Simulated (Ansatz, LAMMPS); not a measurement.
# A frame of liquid dimethyl carbonate from 300 K (108 atoms): geometry optimisation

How does a frame of liquid dimethyl carbonate from 300 K (108 atoms) relax, and what do bonds, charges and levels look like afterwards?

Method: Kohn-Sham DFT, PBE+D4, PAW (set soft_2), plane waves, in Ansatz 0.2.0.

## 1. Starting point

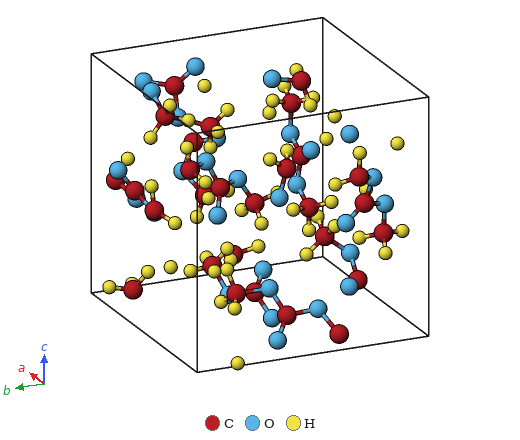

The cell as given, from a free direction (carbon red, oxygen blue, hydrogen yellow). Bonds to atoms that aren't drawn are left out. Some periodic images of atoms are drawn too.

The cell holds 108 atoms: 27 C, 27 O and 54 H. Cell: a = 10.785 Å, b = 10.785 Å, c = 10.785 Å, α = 90.0°, β = 90.0°, γ = 90.0°. 9 dimethyl carbonate placed at random, at 1.07 g/cm³; overlaps pushed apart, then 10 ps at 400 K with MMFF94 bonds, angles, torsions, charges and radii (Halgren, J. Comput. Chem. 17, 490 (1996)) in harmonic and 12-6 forms. Snapshot after 20 ps at 300 K and fixed volume.

Before any run, some limits are plain. The network of contacts between molecules at the start is that of the classical potential that made the cell. The density was typed from a rule of thumb and may lie off the real one at this temperature. Sampling is at Γ alone, for a cell whose shortest periodic width is 11 Å.

## 2. Single point at the start

The forces at the start show how far the geometry lies from a minimum of this functional.

Contents of input.yaml:

```yaml
crystal:
  lattice:
    - [10.78542, 0.0, 0.0]
    - [0.0, 10.78542, 0.0]
    - [0.0, 0.0, 10.78542]
  atoms:
    - { symbol: C, position: [0.71171, 0.12376, 0.19962] }
    - { symbol: O, position: [0.70275, 0.01798, 0.11732] }
    - { symbol: C, position: [0.60052, 0.03146, 0.04044] }
    - { symbol: O, position: [0.51587, 0.10675, 0.05252] }
    [... 98 atom lines left out ...]
    - { symbol: H, position: [0.79468, 0.26056, 0.82161] }
    - { symbol: H, position: [0.6745, 0.36546, 0.81587] }
    - { symbol: H, position: [0.62919, 0.21147, 0.81992] }
    - { symbol: H, position: [0.43234, 0.22217, 0.45145] }
    - { symbol: H, position: [0.44587, 0.3808, 0.43854] }
    - { symbol: H, position: [0.5082, 0.28425, 0.31758] }
kpoints:
  mp_grid: { grid: [1, 1, 1] }
hamiltonian:
  xc: pbe
  dispersion: d4
scf:
  occupations: { method: fixed }
output:
  forces: true
  stress: true
  populations: true
  dos:
    method: { smearing: { sigma: 0.1 } }
    de: 0.1
    projected: { site_lists: { C: [C], H: [H], O: [O] } }
  eigenvalues: true
```

Started as:

```bash
ansatz run input.yaml --threads 4 --pin off --max-ram 8192MiB --backend cpu --events-out ev --progress --plain --runs-dir out
```

It took 4.8 s on 4 threads of AMD EPYC 9R45, shared host; peak memory 1.3 GiB.

Numbers from this run:

| Property | Result |
| --- | --- |
| free energy | -22946.1006 eV |
| free energy per atom | -212.4639 eV/atom |
| SCF cycles | 10 |
| pressure | 0.6288 GPa |
| r.m.s. force component | 0.8993 eV/Å |
| longest force | 4.143 eV/Å |
| Fermi energy | -1.851 eV |
| gap (highest filled to lowest empty level) | 5.136 eV |
| spilling of the projection | 0.01384 |

The r.m.s. force component of 0.90 eV/Å and the pressure of 0.63 GPa set the starting point.

Neighbours are counted within 1.34 Å (H-C), 1.73 Å (C-O).

Length of the force by element and coordination:

| element | coordination | atoms | mean length of the force (eV/Å) | spread | least | most |
| --- | --- | --- | --- | --- | --- | --- |
| C | all | 27 | 1.83 | 0.737 | 0.649 | 4.14 |
| C | 3 | 9 | 1.52 | 0.545 | 0.703 | 2.40 |
| C | 4 | 18 | 1.98 | 0.772 | 0.649 | 4.14 |
| H | all | 54 | 0.934 | 0.551 | 0.0758 | 3.07 |
| O | all | 27 | 1.64 | 0.888 | 0.234 | 3.85 |
| O | 1 | 9 | 1.21 | 0.677 | 0.234 | 2.23 |
| O | 2 | 18 | 1.85 | 0.904 | 0.925 | 3.85 |

## 3. Relaxation

With the cell held, the atoms are moved downhill towards a nearby minimum.

input.yaml, the sections that differ from step 2:

```yaml
output:
  forces: true
relax:
  f_tol: 0.05
  max_steps: 200
# crystal, kpoints, hamiltonian, scf: as in step 2
```

It took 2 min on 4 threads; peak memory 1.2 GiB.

Step by step (22 of 45):

| step | energy less that of the first step (eV) | largest force component (eV/Å) |
| --- | --- | --- |
| 1 | 0.0000 | 3.5581 |
| 3 | -3.7695 | 0.9430 |
| 5 | -4.1775 | 0.2954 |
| 7 | -4.3030 | 0.7581 |
| 9 | -4.3956 | 0.7324 |
| 11 | -4.5108 | 0.3353 |
| 14 | -4.5936 | 0.1379 |
| 16 | -4.6443 | 0.5730 |
| 18 | -4.7016 | 0.2869 |
| 20 | -4.7482 | 0.2556 |
| 22 | -4.7778 | 0.3725 |
| 24 | -4.8081 | 0.3156 |
| 26 | -4.8306 | 0.1801 |
| 28 | -4.8443 | 0.1101 |
| 30 | -4.8530 | 0.1150 |
| 32 | -4.8570 | 0.0558 |
| 35 | -4.8612 | 0.0507 |
| 37 | -4.8628 | 0.0657 |
| 39 | -4.8640 | 0.0392 |
| 41 | -4.8656 | 0.0777 |
| 43 | -4.8675 | 0.0230 |
| 45 | -4.8689 | 0.0383 |

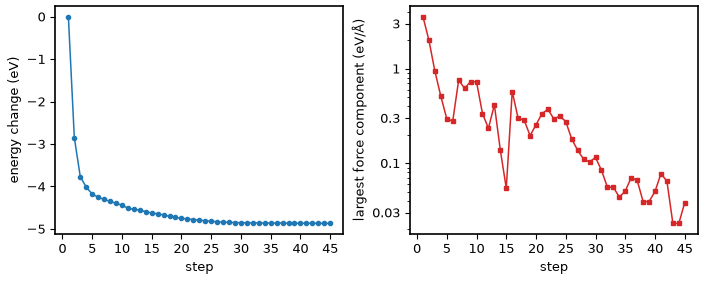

Energy and largest force along the relaxation.

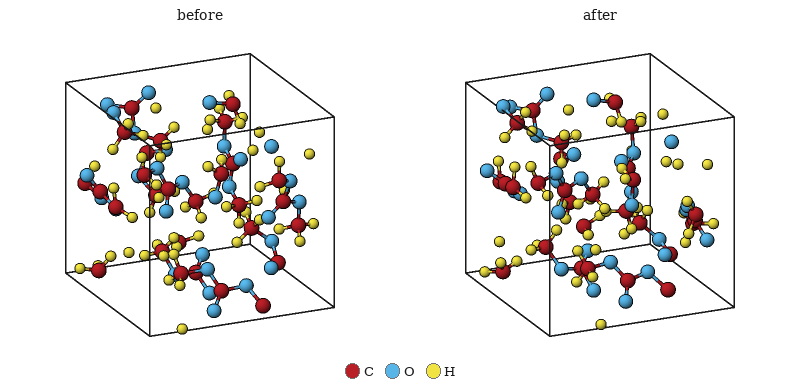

Before and after, at one scale. Bonds to atoms that aren't drawn are left out.

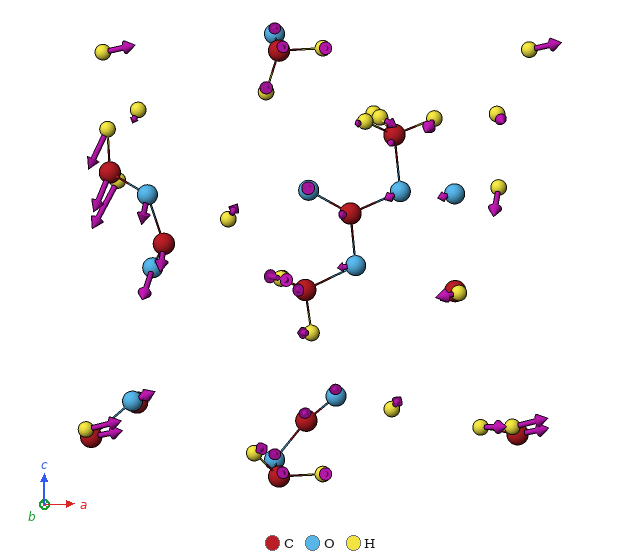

Displacements in the relaxation, scaled; the longest in the cell stands for 2.92 Å. Drawn is a slice 4 Å thick, seen along the normal of the ac plane. Bonds to atoms that aren't drawn are left out.

The atoms that moved most (Å):

| atom | dx | dy | dz | length |
| --- | --- | --- | --- | --- |
| H24 | -1.379 | -1.049 | -2.353 | 2.922 |
| O16 | -0.638 | -1.963 | -1.366 | 2.475 |
| H20 | 1.650 | -1.542 | 0.221 | 2.269 |
| H23 | -0.933 | -0.030 | -1.953 | 2.165 |
| H19 | 1.854 | 0.871 | 0.131 | 2.053 |
| C18 | -0.789 | -0.609 | -1.755 | 2.018 |
| H60 | 1.648 | -0.822 | 0.478 | 1.903 |
| H22 | -0.336 | -1.282 | -1.287 | 1.847 |

The relaxation changed the energy by -45.1 meV/atom, and atoms moved by 1.1 Å r.m.s., 2.9 Å at most.

## 4. Distances and neighbours after relaxation

Bonds before and after, by the cutoffs listed below:

| pair | bonds before | bonds after | mean before (Å) | mean after (Å) | spread before (Å) | spread after (Å) |
| --- | --- | --- | --- | --- | --- | --- |
| H-C | 54 | 54 | 1.092 | 1.095 | 0.028 | 0.002 |
| C-O | 45 | 45 | 1.358 | 1.359 | 0.076 | 0.084 |

Density 1.07 g/cm³, 11.62 Å³ an atom.

g(r), total and by pair (bins of 0.2 Å):

| r (Å) | total | H-H | H-C | H-O | C-C | C-O | O-O |
| --- | --- | --- | --- | --- | --- | --- | --- |
| 1.00 | 4.00 | 0.00 | 16.00 | 0.00 | 0.00 | 0.00 | 0.00 |
| 1.20 | 0.52 | 0.00 | 0.00 | 0.00 | 0.00 | 4.11 | 0.00 |
| 1.40 | 1.64 | 0.00 | 0.00 | 0.00 | 0.00 | 13.05 | 0.00 |
| 1.60 | 0.00 | 0.00 | 0.00 | 0.00 | 0.00 | 0.00 | 0.00 |
| 1.80 | 1.44 | 5.76 | 0.00 | 0.00 | 0.00 | 0.00 | 0.00 |
| 2.00 | 0.99 | 0.00 | 0.00 | 3.97 | 0.00 | 0.00 | 0.00 |
| 2.20 | 0.57 | 0.00 | 0.00 | 0.45 | 0.00 | 0.00 | 7.37 |
| 2.40 | 0.39 | 0.29 | 0.00 | 0.12 | 4.52 | 0.00 | 0.00 |
| 2.60 | 1.12 | 0.69 | 1.53 | 1.52 | 0.00 | 1.53 | 0.00 |
| 2.80 | 0.79 | 0.79 | 0.41 | 1.89 | 0.00 | 0.18 | 0.00 |
| 3.00 | 0.45 | 0.68 | 0.49 | 0.61 | 0.00 | 0.08 | 0.00 |
| 3.20 | 0.91 | 0.87 | 1.58 | 0.71 | 0.00 | 0.59 | 0.81 |
| 3.40 | 0.97 | 0.95 | 1.01 | 0.83 | 0.12 | 1.69 | 0.83 |
| 3.60 | 1.00 | 0.79 | 1.16 | 0.90 | 0.42 | 1.61 | 0.96 |
| 3.80 | 1.08 | 0.66 | 1.24 | 1.63 | 1.32 | 0.67 | 0.48 |
| 4.00 | 1.07 | 1.05 | 0.98 | 1.08 | 1.90 | 1.02 | 0.77 |
| 4.20 | 1.09 | 1.19 | 0.99 | 1.22 | 2.03 | 0.62 | 0.71 |
| 4.40 | 1.04 | 1.08 | 0.79 | 1.18 | 1.33 | 0.92 | 1.14 |
| 4.60 | 1.12 | 1.05 | 1.05 | 1.10 | 1.60 | 1.04 | 1.50 |
| 4.80 | 1.30 | 1.31 | 1.66 | 1.10 | 1.01 | 1.31 | 0.83 |
| 5.00 | 1.07 | 1.02 | 1.31 | 0.85 | 1.20 | 1.12 | 0.93 |
| 5.20 | 1.08 | 1.19 | 0.94 | 1.13 | 0.86 | 1.04 | 1.21 |

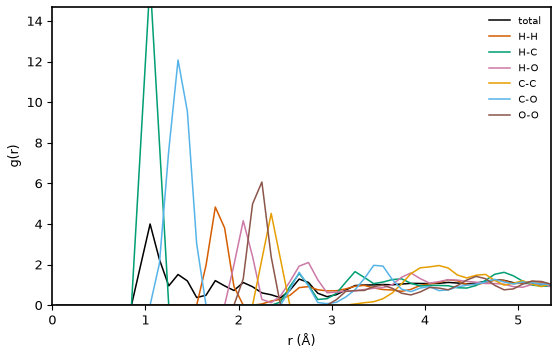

Pair distribution functions, lightly smoothed, with peaks cut at 14.

Bonds by pair of elements; cutoffs follow the first minimum of g(r), held within bounds set by covalent radii, and pairs that aren't listed don't count as bonded:

| pair A-B | cutoff (Å) | bonds | mean length (Å) | spread (Å) | shortest (Å) | B about A | A about B |
| --- | --- | --- | --- | --- | --- | --- | --- |
| H-C | 1.34 | 54 | 1.09 | 0.002 | 1.09 | 1 | 2 |
| C-O | 1.73 | 45 | 1.36 | 0.084 | 1.21 | 1.67 | 1.67 |

How many atoms have how many bonded neighbours:

| element | mean | 1 | 2 | 3 | 4 |
| --- | --- | --- | --- | --- | --- |
| C | 3.67 | 0 | 0 | 9 | 18 |
| H | 1 | 54 | 0 | 0 | 0 |
| O | 1.67 | 9 | 18 | 0 | 0 |

Bond angles, per cent of each kind in bins of 5°:

| angle (°) | H-C-H | H-C-O | O-C-O | C-O-C |
| --- | --- | --- | --- | --- |
| 100–105 | 0.0 | 1.8 | 0.0 | 0.0 |
| 105–110 | 40.7 | 42.6 | 33.3 | 0.0 |
| 110–115 | 59.3 | 55.6 | 0.0 | 88.9 |
| 115–120 | 0.0 | 0.0 | 0.0 | 11.1 |
| 120–125 | 0.0 | 0.0 | 0.0 | 0.0 |
| 125–130 | 0.0 | 0.0 | 66.7 | 0.0 |

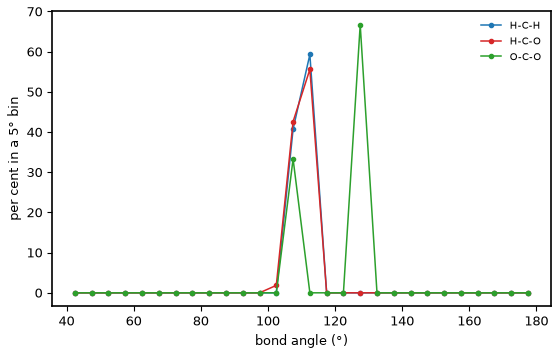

Distributions of the most common bond angles.

Bond angles (no mean is given where the spread exceeds 20°):

| angle | count | mean (°) | spread (°) |
| --- | --- | --- | --- |
| H-C-H | 54 | 110 | 0.6 |
| H-C-O | 54 | 109 | 2.4 |
| O-C-O | 27 | 120 | 8.8 |
| C-O-C | 18 | 114 | 0.4 |

Bond length by coordination (bonds to H left out):

| element | coordination | atoms | mean bond length (Å) |
| --- | --- | --- | --- |
| C | 3 | 9 | 1.30 |
| C | 4 | 18 | 1.44 |
| O | 1 | 9 | 1.22 |
| O | 2 | 18 | 1.39 |

With the cutoffs above, 67 % of C atoms have 4, all H atoms have 1 and 67 % of O atoms have 2 bonded neighbours. The H-C-H angle averages 110° with a spread of 0.6°.

## 5. Single point at the relaxed geometry

The electronic structure is read at the final geometry, in a run of its own.

Contents of input.yaml:

```yaml
crystal:
  lattice:
    - [10.78542, 0.0, 0.0]
    - [0.0, 10.78542, 0.0]
    - [0.0, 0.0, 10.78542]
  atoms:
    - { symbol: C, position: [0.74722, 0.17111, 0.22182] }
    - { symbol: O, position: [0.72239, 0.07731, 0.12897] }
    - { symbol: C, position: [0.6042, 0.07264, 0.09004] }
    - { symbol: O, position: [0.51958, 0.13867, 0.12508] }
    [... 98 atom lines left out ...]
    - { symbol: H, position: [0.74994, 0.16407, 0.77259] }
    - { symbol: H, position: [0.73379, 0.33073, 0.78367] }
    - { symbol: H, position: [0.60265, 0.23247, 0.81113] }
    - { symbol: H, position: [0.3714, 0.3561, 0.45485] }
    - { symbol: H, position: [0.48282, 0.4745, 0.41618] }
    - { symbol: H, position: [0.4595, 0.34712, 0.31318] }
kpoints:
  mp_grid: { grid: [1, 1, 1] }
hamiltonian:
  xc: pbe
  dispersion: d4
scf:
  occupations: { method: fixed }
output:
  forces: true
  stress: true
  populations: true
  dos:
    method: { smearing: { sigma: 0.15 } }
    de: 0.1
    projected: { site_lists: { C: [C], H: [H], O: [O] } }
  eigenvalues: true
  write_density: true
  write_potential: true
  volumetric_format: npy
  elf: true
```

It took 5.2 s on 4 threads; peak memory 1.3 GiB; 19 s of CPU time.

The program notes that the exchange-correlation potential is rough where the density is thin.

Numbers from this run:

```
free energy                                      : -22950.9695 eV
free energy per atom                             : -212.5090 eV/atom
SCF cycles                                       : 9
pressure                                         : -0.1444 GPa
r.m.s. force component                           : 0.00651 eV/Å
longest force                                    : 0.04399 eV/Å
Fermi energy                                     : -1.839 eV
gap (highest filled to lowest empty level) : 5.383 eV
spilling of the projection                       : 0.01404
```

Löwdin charges by element and coordination (they lack the spilled electrons, 0.042 e an atom on average):

| element | coordination | atoms | mean charge (e) | spread | least | most |
| --- | --- | --- | --- | --- | --- | --- |
| C | all | 27 | 0.0848 | 0.440 | -0.237 | 0.716 |
| C | 3 | 9 | 0.708 | 0.005 | 0.701 | 0.716 |
| C | 4 | 18 | -0.227 | 0.0045 | -0.237 | -0.220 |
| H | all | 54 | 0.206 | 0.0121 | 0.182 | 0.233 |
| O | all | 27 | -0.329 | 0.0818 | -0.453 | -0.260 |
| O | 1 | 9 | -0.444 | 0.0062 | -0.453 | -0.432 |
| O | 2 | 18 | -0.271 | 0.0046 | -0.279 | -0.260 |

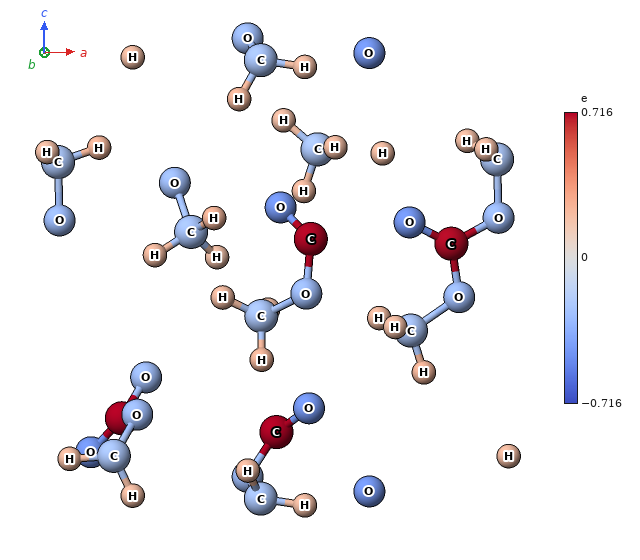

Atoms coloured by Löwdin charge. Drawn is a slice 4 Å thick, seen along the normal of the ac plane. Bonds to atoms that aren't drawn are left out.

States in the cell by windows of 1 eV, zero at the Fermi level; the larger projections on atomic orbitals stand beside the total:

| from (eV) | to (eV) | total | O p | C p | H s | O s | C s |
| --- | --- | --- | --- | --- | --- | --- | --- |
| -18 | -13 | 0.0 | 0.0 | 0.0 | 0.0 | 0.0 | 0.0 |
| -13 | -12 | 16.7 | 5.9 | 1.0 | 2.9 | 0.1 | 6.6 |
| -12 | -11 | 1.3 | 0.5 | 0.1 | 0.2 | 0.0 | 0.5 |
| -11 | -10 | 18.0 | 2.8 | 1.1 | 5.4 | 0.8 | 7.6 |
| -10 | -9 | 0.0 | 0.0 | 0.0 | 0.0 | 0.0 | 0.0 |
| -9 | -8 | 0.7 | 0.2 | 0.2 | 0.1 | 0.1 | 0.1 |
| -8 | -7 | 21.4 | 6.2 | 5.7 | 3.8 | 2.3 | 3.0 |
| -7 | -6 | 21.7 | 9.8 | 8.5 | 1.8 | 1.0 | 0.2 |
| -6 | -5 | 28.2 | 14.8 | 7.4 | 1.9 | 3.2 | 0.3 |
| -5 | -4 | 40.8 | 13.2 | 17.7 | 8.1 | 1.0 | 0.3 |
| -4 | -3 | 26.9 | 8.1 | 12.5 | 5.3 | 0.6 | 0.1 |
| -3 | -2 | 34.3 | 13.1 | 11.1 | 7.6 | 1.8 | 0.1 |
| -2 | -1 | 14.0 | 10.3 | 1.5 | 1.6 | 0.3 | 0.0 |
| -1 | 0 | 44.8 | 38.3 | 2.6 | 3.4 | 0.0 | 0.1 |
| 0 | 1 | 1.2 | 1.1 | 0.0 | 0.0 | 0.0 | 0.0 |
| 1 | 5 | 0.0 | 0.0 | 0.0 | 0.0 | 0.0 | 0.0 |

With fixed occupations the program's Fermi level is the highest filled level; weight inside the gap is the broadening of levels at its edges.

Between -23 and -18 eV lie 54 more states.

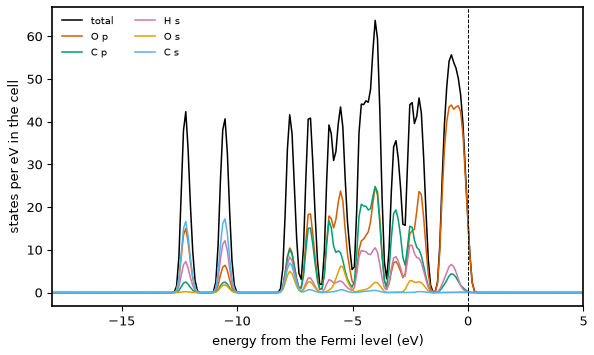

Total and projected density of states, with the broadening of the input.

The levels nearest the highest filled one (over half full), pooled over k-points and spins:

| level less the highest filled one (eV) | occupation |
| --- | --- |
| -0.267 | 2 |
| -0.255 | 2 |
| -0.238 | 2 |
| -0.173 | 2 |
| -0.0727 | 2 |
| 0 | 2 |
| 5.38 | 0 |
| 5.96 | 0 |
| 6.01 | 0 |
| 6.05 | 0 |
| 6.12 | 0 |
| 6.17 | 0 |

Mean Löwdin charges: C +0.08, H +0.21, O -0.33 e (they miss 1.4 % of the electrons, so they add up to more than the cell's charge). The largest share in the top eV of filled states is O p (86 % of the projected weight), and in the lowest eV of empty states C p (46 % of the projected weight).

## 6. Outcome

```json
{
  "energy change in the relaxation": "-45.08 meV/atom",
  "r.m.s. displacement": "1.064 Å",
  "largest displacement": "2.922 Å",
  "free energy per atom": "-212.5090 eV/atom",
  "pressure": "-0.1444 GPa",
  "r.m.s. force component": "0.00651 eV/Å",
  "gap (highest filled to lowest empty level)": "5.383 eV",
  "wall time of the 4 DFT runs, those left out included": "2.3 min"
}
```

**Reading.** Relaxation lowers the energy by 45.1 meV/atom and moves atoms by 1.1 Å r.m.s.; the r.m.s. force component goes from 0.90 to 0.0065 eV/Å, the pressure goes from 0.63 to -0.14 GPa, and the gap from 5.14 to 5.38 eV. By the final cutoffs no bond was broken or made. From the first step to the last the energy fell by 4.869 eV, and the largest move was 2.92 Å (H24). The H-C bonds go from 1.092 Å (spread 0.028) to 1.095 Å (spread 0.002). With the cutoffs above, 67 % of C atoms have 4, all H atoms have 1 and 67 % of O atoms have 2 bonded neighbours. Between filled and empty levels lie 5.38 eV (at Γ alone); a semilocal functional tends to put such gaps too low. In a disordered cell it changes from sample to sample and from frame to frame.

Caveats: The network of contacts between molecules at the start is that of the classical potential that made the cell; in DFT atoms moved by 1.1 Å r.m.s.

[Logs are printed without paths, hosts, clocks, repeated set-up lines and the standing remarks that a program may print on its own settings, such as how far it seeks lower states.]

[Hosts, paths, dates, database ids (printed as entryN), source tags and the programs' standing remarks are cut or masked in the printed files.]

[The MMFF94 radii named for the starting cell were scaled by 0.96; in molecules described by MMFF94, hydrogen bound to N, O or S took a small fixed 12-6 site in their place.]
